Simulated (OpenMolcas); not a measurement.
**Single-point calculation, with input and output: Si2NH5F (part 1 of 3)**

- system: Si2NH5F, multiplicity 2
- method: HF/ANO-R0, ROHF, sfX2C (OpenMolcas 26.06)

The geometry comes from this level: PBE0-D4/def2-TZVP.

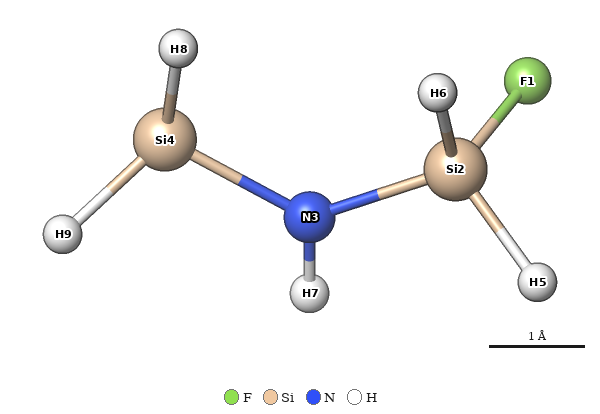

Figure 1. The input geometry (ball-and-stick view, seen at a tilt; atoms are numbered from 1 in the order of the input). Bond lengths as drawn: F–Si 1.60 Å, H–N 1.01 Å, H–Si 1.48 to 1.49 Å and N–Si 1.71 to 1.74 Å.

Input file
```
&GATEWAY
  Coord=struct.xyz
  Basis=ANO-R0
  Group=NoSym

&SEWARD

&SCF
  UHF
  Spin=2
  PrOrbitals=0

&RASSCF
  FileOrb=$Project.UnaOrb
  Spin=2
  Nactel=1 0 0
  Inactive=24
  Ras2=1
  OutOrbitals=Canonical
  OrbListing=Nothing
```

File struct.xyz
```
9

F     -1.778200     1.208900    -1.181800
Si    -0.288000     1.123600    -0.604900
N      0.241500    -0.491400    -0.403000
Si     0.023600    -1.533600     0.967900
H      0.576300     1.799100    -1.598800
H     -0.302800     1.779800     0.718800
H      0.600400    -0.942200    -1.234500
H     -0.246300    -0.650000     2.136200
H      1.261800    -2.340700     1.182700
```

Launched with:
```bash
export MOLCAS_MEM=1860
pymolcas step1.input > step1.log
```

The program's output
```
--- Start Module: gateway ---

                                              &GATEWAY

                       available to each process: 1.9 GB of memory, 1 thread

++    Symmetry information:
      ---------------------

                    Character Table for C1

                             E
                    a        1  x, y, xy, Rz, z, xz, Ry, yz, Rx, I
--

++    Basis set information:
      ----------------------

      Basis set label: F.ANO-R...2S1P.

      Electronic valence basis set:
      ------------------
      Associated Effective Charge   9.000000 au
      Associated Actual Charge      9.000000 au
      Nuclear Model: Finite nucleus - Gaussian distribution
        Gaussian exponent, Xi/bohr**(-2):  5.35469E+08

      Shell  nPrim  nBasis  Cartesian Spherical Contaminant
         s      13       2        X
         p       8       1        X

      Basis set label: SI.ANO-R...3S2P.

      Electronic valence basis set:
      ------------------
      Associated Effective Charge  14.000000 au
      Associated Actual Charge     14.000000 au
      Nuclear Model: Finite nucleus - Gaussian distribution
        Gaussian exponent, Xi/bohr**(-2):  4.34677E+08

      Shell  nPrim  nBasis  Cartesian Spherical Contaminant
         s      16       3        X
         p      11       2        X

      Basis set label: N.ANO-R...2S1P.

      Electronic valence basis set:
      ------------------
      Associated Effective Charge   7.000000 au
      Associated Actual Charge      7.000000 au
      Nuclear Model: Finite nucleus - Gaussian distribution
        Gaussian exponent, Xi/bohr**(-2):  6.28656E+08

      Shell  nPrim  nBasis  Cartesian Spherical Contaminant
         s      13       2        X
         p       8       1        X

      Basis set label: SI.ANO-R...3S2P.

      Electronic valence basis set:
      ------------------
      Associated Effective Charge  14.000000 au
      Associated Actual Charge     14.000000 au
      Nuclear Model: Finite nucleus - Gaussian distribution
        Gaussian exponent, Xi/bohr**(-2):  4.34677E+08

      Shell  nPrim  nBasis  Cartesian Spherical Contaminant
         s      16       3        X
         p      11       2        X

      Basis set label: H.ANO-R...1S.

      Electronic valence basis set:
      ------------------
      Associated Effective Charge   1.000000 au
      Associated Actual Charge      1.000000 au
      Nuclear Model: Finite nucleus - Gaussian distribution
        Gaussian exponent, Xi/bohr**(-2):  2.12482E+09

      Shell  nPrim  nBasis  Cartesian Spherical Contaminant
         s       7       1        X
--

++    Molecular structure info:
      -------------------------

                    ************************************************
                    **** Cartesian Coordinates / bohr, angstrom ****
                    ************************************************

     Center  Label                x              y              z                     x              y              z
        1      F1              -3.360311       2.284490      -2.233278             -1.778200       1.208900      -1.181800
        2      SI2             -0.544241       2.123296      -1.143095             -0.288000       1.123600      -0.604900
        3      N3               0.456369      -0.928611      -0.761560              0.241500      -0.491400      -0.403000
        4      SI4              0.044598      -2.898084       1.829066              0.023600      -1.533600       0.967900
        5      H5               1.089049       3.399806      -3.021294              0.576300       1.799100      -1.598800
        6      H6              -0.572209       3.363335       1.358335             -0.302800       1.779800       0.718800
        7      H7               1.134592      -1.780500      -2.332867              0.600400      -0.942200      -1.234500
        8      H8              -0.465440      -1.228322       4.036833             -0.246300      -0.650000       2.136200
        9      H9               2.384456      -4.423282       2.234979              1.261800      -2.340700       1.182700

                    ***************************************
                    *    InterNuclear Distances / bohr    *
                    ***************************************

               1 F1            2 SI2           3 N3            4 SI4           5 H5            6 H6
    1 F1       0.000000
    2 SI2      3.024026        0.000000
    3 N3       5.201636        3.234336        0.000000
    4 SI4      7.413172        5.864702        3.280201        0.000000
    5 H5       4.654214        2.797275        4.923605        8.017499        0.000000
    6 H6       4.673019        2.792066        4.896195        6.309311        4.684257        0.000000
    7 H7       6.061205        4.412897        1.911729        4.445083        5.226048        6.557223
    8 H8       7.748188        6.170187        4.895317        2.814690        8.582142        5.316866
    9 H9       9.897569        7.927569        4.990941        2.822399        9.513527        8.375068

               7 H7            8 H8            9 H9
    7 H7       0.000000
    8 H8       6.590757        0.000000
    9 H9       5.423253        4.645035        0.000000

                    *******************************************
                    *    InterNuclear Distances / angstrom    *
                    *******************************************

               1 F1            2 SI2           3 N3            4 SI4           5 H5            6 H6
    1 F1       0.000000
    2 SI2      1.600246        0.000000
    3 N3       2.752587        1.711537        0.000000
    4 SI4      3.922882        3.103467        1.735808        0.000000
    5 H5       2.462904        1.480254        2.605459        4.242678        0.000000
    6 H6       2.472855        1.477498        2.590955        3.338743        2.478802        0.000000
    7 H7       3.207452        2.335205        1.011643        2.352237        2.765506        3.469933
    8 H8       4.100165        3.265123        2.590490        1.489470        4.541474        2.813564
    9 H9       5.237568        4.195089        2.641092        1.493549        5.034342        4.431895

               7 H7            8 H8            9 H9
    7 H7       0.000000
    8 H8       3.487678        0.000000
    9 H9       2.869862        2.458047        0.000000

                    **************************************
                    *    Valence Bond Angles / degree    *
                    **************************************
                          Atom centers                 Phi
                      5 H5       2 SI2      6 H6       113.87
                      8 H8       4 SI4      9 H9       110.98
--

            Nuclear Potential Energy            217.04525149 au

--- Stop Module: gateway /rc=_RC_ALL_IS_WELL_ ---

--- Start Module: seward ---

                                              &SEWARD

                       available to each process: 1.9 GB of memory, 1 thread

               SEWARD will generate:
                  Multipole Moment integrals up to order  2
                  Kinetic Energy integrals
                  Nuclear Attraction integrals (finite nuclei - Gaussian type)
                  One-Electron Hamiltonian integrals
                  Velocity integrals
                  Relativistic X2C integrals
                  Orbital angular momentum around ( -0.7216   0.0856  -0.3363 )
                  Velocity quadrupole around ( -0.7216   0.0856  -0.3363 )
                  Atomic mean-field integrals
                  Two-Electron Repulsion integrals

                   Integrals are discarded if absolute value <: 1.00E-14
                   Integral cutoff threshold is set to       <: 1.00E-16

            Nuclear Potential Energy            217.04525149 au

      Basis set specifications :
      Symmetry species         a
      Basis functions           33

--- Stop Module: seward /rc=_RC_ALL_IS_WELL_ ---
--- Module seward spent 1 second ---

--- Start Module: scf ---

                                                &SCF

                       available to each process: 1.9 GB of memory, 1 thread

++    Input section:
      --------------

      Header of the integral files:

      Cartesian coordinates in angstrom:
      -----------------------------------------------------
      No.  Label        X            Y            Z
      -----------------------------------------------------
       1   F1        -1.77820000   1.20890000  -1.18180000
       2   SI2       -0.28800000   1.12360000  -0.60490000
       3   N3         0.24150000  -0.49140000  -0.40300000
       4   SI4        0.02360000  -1.53360000   0.96790000
       5   H5         0.57630000   1.79910000  -1.59880000
       6   H6        -0.30280000   1.77980000   0.71880000
       7   H7         0.60040000  -0.94220000  -1.23450000
       8   H8        -0.24630000  -0.65000000   2.13620000
       9   H9         1.26180000  -2.34070000   1.18270000
      -----------------------------------------------------
      Nuclear repulsion energy =  217.04525149
--

++    Orbital specifications:
      -----------------------

      Symmetry species               1
                                     a
      Frozen orbitals                0
      Occupied orbitals alpha       25
      Occupied orbitals beta        24
      Secondary orbitals alpha       8
      Secondary orbitals beta        9
      Deleted orbitals               0
      Total number of orbitals      33
      Number of basis functions     33
--

      Molecular charge                           0.000

++    Optimization specifications:
      ----------------------------

      SCF Algorithm: Conventional USCF
      D(i)-D(i-1) density differences are used
      Number of density matrices in core                 5
      Maximum number of NDDO SCF iterations            400
      Maximum number of HF SCF iterations              400
      Threshold for SCF energy change             1.00E-09
      Threshold for density matrix                1.00E-04
      Threshold for Fock matrix                   1.50E-04
      Threshold for linear dependence             1.00E-09
      Threshold at which DIIS is turned on        1.50E-01
      Maximum depth in the DIIS procedure                5
      Maximum depth in the BFGS Hessian update          30
      Threshold at which QNR/C2DIIS is turned on  7.50E-02
      Threshold for Norm(delta) (QNR/C2DIIS)      1.00E-03
      All orbitals punched on: UHFORB
--

      Input vectors read from INPORB
      Orbital file label: *Guess orbitals

++ Convergence information
                               UHF SCF        iterations: Energy and convergence statistics

Iter     Tot. SCF        One-elec.       Two-elec.     Energy      Max Dij or  Max Fij      DNorm      TNorm      AccCon     Time
         Energy          Energy          Energy        Change      Delta Norm                                                in Sec.
   1  -734.722186626 -1453.512045122   501.744607003   0.00E+00    4.40E-01*   1.81E-01*    9.68E+00   1.18E+02   None         0.
   2  -735.099198873 -1445.150695672   493.006245306  -3.77E-01*   2.67E-01*   1.84E-01*    4.23E+00   1.17E+02   EDIIS        0.
   3  -735.181859420 -1451.256596137   499.029485225  -8.27E-02*   8.65E-02*   6.62E-02*    2.04E+00   1.18E+02   EDIIS        0.
   4  -735.249382711 -1448.313754872   496.019120668  -6.75E-02*   3.16E-02*   2.25E-02*    6.98E-01   1.18E+02   c2DIIS       0.
   5  -735.256582545 -1448.904914100   496.603080062  -7.20E-03*   3.90E-02*   4.26E-03*    1.62E-01   1.18E+02   QNRc2DIIS    0.
   6  -735.256960282 -1448.892890695   496.590678921  -3.78E-04*   5.48E-02*   3.87E-03*    8.38E-02   1.18E+02   QNRc2DIIS    0.
   7  -735.257142541 -1448.934444041   496.632050007  -1.82E-04*   1.01E-02*   2.02E-03*    9.69E-02   1.18E+02   QNRc2DIIS    0.
   8  -735.257164104 -1448.904832411   496.602416814  -2.16E-05*   8.86E-03*   6.75E-04*    2.11E-02   1.18E+02   QNRc2DIIS    0.
   9  -735.257172920 -1448.913364207   496.610939794  -8.82E-06*   4.14E-03*   3.31E-04*    1.68E-02   1.18E+02   QNRc2DIIS    0.
  10  -735.257174380 -1448.917113672   496.614687798  -1.46E-06*   1.95E-03*   1.24E-04     7.08E-03   1.18E+02   QNRc2DIIS    0.
  11  -735.257174774 -1448.917868681   496.615442414  -3.94E-07*   7.20E-04    3.98E-05     3.90E-03   1.18E+02   QNRc2DIIS    0.
  12  -735.257174826 -1448.917547778   496.615121459  -5.11E-08*   2.16E-04    1.85E-05     1.50E-03   1.18E+02   QNRc2DIIS    0.
  13  -735.257174831 -1448.917540372   496.615114048  -5.11E-09*   5.42E-05    4.63E-06     5.00E-04   1.18E+02   QNRc2DIIS    0.
  14  -735.257174831 -1448.917549381   496.615123058  -3.40E-10    2.29E-05    1.38E-06     1.27E-04   1.18E+02   QNRc2DIIS    0.

       Convergence after  14 Iterations
--

 *****************************************************************************************************************************
 *                                             SCF/KS-DFT Program, Final results                                             *
 *                                                       Final Results                                                       *
 *****************************************************************************************************************************

::    Total SCF energy                               -735.2571748311
      One-electron energy                           -1448.9175493815
      Two-electron energy                             496.6151230575
      Nuclear repulsion energy                        217.0452514929
      Kinetic energy (interpolated)                   746.3828231142
      Virial theorem                                    0.9850939117
      Total spin, S(S+1)                                0.7542666460
      Total spin, S                                     0.5021310523
      Max non-diagonal density matrix element           0.0000068854
      Max non-diagonal Fock matrix element              0.0000019692

      No orbitals printed

++    Static properties:
      ------------------

      LoProp Charges per center
```
